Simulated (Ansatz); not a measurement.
# SiH₂ (singlet): trial inputs and their diagnosis at angle H2–Si1–H3 = 107.9°

3 inputs are run for SiH₂ (singlet) as typed; the log has to tell whether the result can be used and what must change.

The runs use Ansatz 0.2.0, Gaussian basis; the settings change from run to run.

9 further runs of the same task are left out: 1 for a mislabelled method, 7 that didn't finish, 1 set aside as unsound or not needed.

**1. What is computed**

The geometry derives from a PBE0/def2-TZVP stationary point (not a proven minimum). One angle is set to the value named; bond lengths are kept.

3 atoms, charge 0, spin multiplicity 1.

Atoms are counted from 1 here; the program's logs count them from 0.

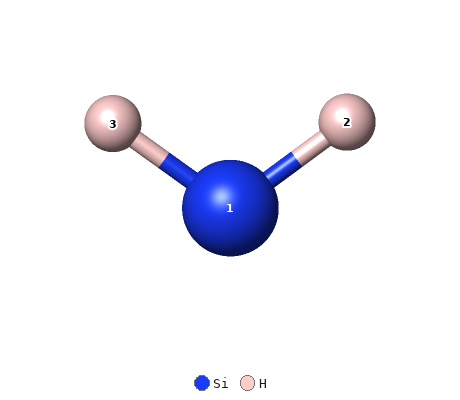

The geometry (silicon blue, hydrogen pink); atoms are numbered from 1 in the order of the file.

**2. Input 1**

File in.yaml:

```yaml
crystal:
  periodic: [false, false, false]
  atoms:
    - {symbol: Si, position_ang: [0.000000, -0.060123, 0.000000]}
    - {symbol: H, position_ang: [0.000000, 0.837642, -1.233403]}
    - {symbol: H, position_ang: [0.000000, 0.837642, 1.233403]}
basis:
  gaussian: {orbitals: def2-SVPD}
correlation: {method: sc_nevpt2, electrons: outside_noble_gas, active_space: {window: {electrons: 2, orbitals: 2}, states: [{multiplicity: 1, weights: [1, 1]}], root: 2}}
```

Run with:

```sh
ansatz run in.yaml --threads 1 --pin off --events-out ev --progress --plain --max-ram 2393MiB
```

Log:

```text
Error: the active space averages no state 2, counted from zero
```

Wall time 0.03 s (1 thread of Intel Xeon 6975P-C, shared host).

**Diagnosis.** The run was refused. The root asked for lies beyond the states averaged. Fix: average more states or name a lower root.

**3. Input 2**

File in.yaml:

```yaml
crystal:
  periodic: [false, false, false]
  atoms:
    - {symbol: Si, position_ang: [0.000000, -0.031817, 0.000000]}
    - {symbol: H, position_ang: [0.000000, 0.443280, -0.652717]}
    - {symbol: H, position_ang: [0.000000, 0.443280, 0.652717]}
basis:
  gaussian: {orbitals: STO-3G}
magnetization: {spin_polarized: false}
hamiltonian: {xc: {name: B3LYP}}
correlation: {method: bccd, electrons: outside_noble_gas}
scf: {lower_state_search: off}
```

The command is unchanged.

Log, cut to the lines that bear on the results:

```text
Functional definition: B3LYP
  name "B3LYP"
  cite "Stephens, Devlin, Chabalowski & Frisch, J. Phys. Chem. 98, 11623 (1994) doi:10.1021/j100096a001"
  cite "Becke, Phys. Rev. A 38, 3098 (1988) doi:10.1103/PhysRevA.38.3098"
  cite "Lee, Yang & Parr, Phys. Rev. B 37, 785 (1988) doi:10.1103/PhysRevB.37.785"
  cite "Vosko, Wilk & Nusair, Can. J. Phys. 58, 1200 (1980) doi:10.1139/p80-159"
[...]
121 factors; integrals over basis functions are off by at most 1.2e-5 eV
[...]
mean field -7785.70625780 eV, -286.1194276330 hartree, gradient 5.1e-7 eV, S^2 0.000000; 0 other end points of the search recorded, 0 dependent functions left out
5 core orbitals not correlated: weight in the atoms' cores, before any rotation towards them, 1.000 or more for the frozen orbitals, at most 0.000 for the correlated occupied ones
reference -7770.73128305 eV, -285.5691074612 hartree; 3, 3 occupied and 3, 3 virtual orbitals, 121 factors
second order -0.62892063 eV of doubles, -0.01442033 eV of singles
cycle   1  -0.82061530 eV  change   -1.8e-1 eV  update   4.5e-2
[...]
cycle   9  -0.98208287 eV  change    4.9e-6 eV  update   8.5e-7
Total energy: -7771.71336592 eV, -285.6051983409 hartree
Checks for a lower state left out: stability, starts, cluster_reference, orbital_swaps, neighbouring_geometries, increment
```

Wall time 0.15 s (1 thread of Intel Xeon 6975P-C, shared host).

**Diagnosis.** The run converged, which proves nothing about the input. The coordinates are scaled by the bohr-ångström factor. The shortest distance is 0.81 Å, against 1.53 Å in the geometry of step 1. Its energy belongs to another geometry. Cure: restore the coordinates in ångström.

**4. Input 3**

File in.yaml:

```yaml
crystal:
  periodic: [false, false, false]
  atoms:
    - {symbol: Si, position_ang: [0.000000, -0.060123, 0.000000]}
    - {symbol: H, position_ang: [0.000000, 0.837642, -1.233403]}
    - {symbol: H, position_ang: [0.000000, 0.837642, 1.233403]}
basis:
  gaussian: {orbitals: def2-TZVP}
magnetization: {spin_polarized: false, initial_magnetization: 1}
correlation: {method: ccsd_t, electrons: outside_noble_gas}
scf: {lower_state_search: off}
```

Launched as before.

Log:

```text
Error: a molecule whose nuclei and cores have a total charge of 16 cannot have a net charge of 0 together with 1 unpaired electrons
```

Run time: 0.03 s. Hardware: 1 thread of Intel Xeon 6975P-C, shared host.

What is wrong: The run was refused. The number of unpaired electrons doesn't fit the electron count. To mend it, make charge and initial_magnetization agree.

**5. Summary**

| input | level | ended | cause | time |
| --- | --- | --- | --- | --- |
| 1 | NEVPT2(2,2)/def2-SVPD | refused | the root asked for lies beyond the states averaged | 0.03 s |
| 2 | BCCD/STO-3G | converged | the coordinates are scaled by the bohr-ångström factor | 0.15 s |
| 3 | CCSD(T) on ROHF/def2-TZVP | refused | the number of unpaired electrons doesn't fit the electron count | 0.03 s |

2 refused, 1 converged. The input that converges on a wrong geometry or spin is the dangerous one: no error points at it, so geometry and ⟨S²⟩ have to be checked.
